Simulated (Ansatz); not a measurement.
Relaxed SrO (rock salt):

```
CELL_PARAMETERS angstrom
      0.00000     2.59750     2.59750
      2.59750     0.00000     2.59750
      2.59750     2.59750     0.00000
ATOMIC_POSITIONS crystal
  O  0.00000 0.00000 0.00000
  Sr 0.50000 0.50000 0.50000
```

In this cell atom 2 (Sr, nearest neighbour O at 2.598 Å; its periodic images, 3.7 Å or more away, move with it) is moved by s along Cartesian [111], unit vector (0.577, 0.577, 0.577); all other atoms and the cell stay fixed.

These are PBE (plane waves to 420 eV, PAW, scalar-relativistic; Ansatz, a quantum-chemistry and plane-wave program) values and carry that method's errors. k mesh 9×9×9 (Γ-centred), Fermi-Dirac smearing 0.05 eV. Energies are smeared free energies. F∥ is the force on the atom along that direction. SrO was relaxed with its symmetry unable to fall. ΔE is measured from the undisplaced structure.

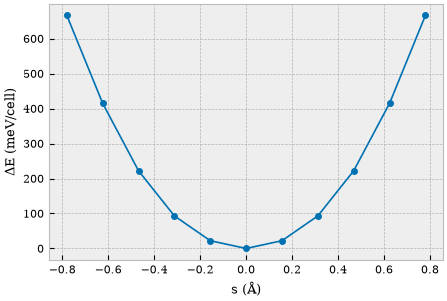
Fig. 1. ΔE (meV/cell) against s (Å); markers are the computed points, lines only join them.

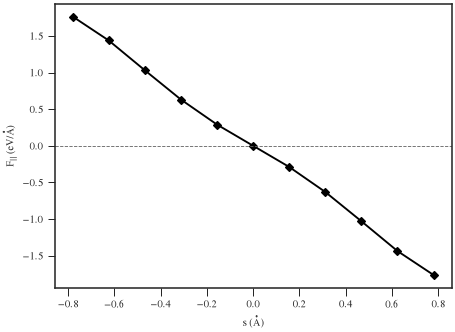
Figure. F∥ (eV/Å) against s (Å); markers are the computed points, lines only join them.

The force constant k = d²E/ds² at s = 0 (finite differences) is 1.80 eV/Å², the energy at s = 0.780 Å is 666 meV/cell and the zone-centre optical wavenumber from k (transverse: no LO-TO term) comes out as 190 cm⁻¹. Harmonic estimate at the end of the scan: ½ks² = 547 meV/cell against the computed 666 meV/cell, so the well is stiffer than harmonic there. Symmetry of the curve: even: the same for both signs.

The forces along the line at the two nearest points give (0.289 − (-0.289)) / (2·0.156) = 1.85 eV/Å²; the next pair corrects for the finite step.

(For displaced atoms, the force is minus the slope of the energy, and its curvature is a force constant, which sets phonon frequencies.)
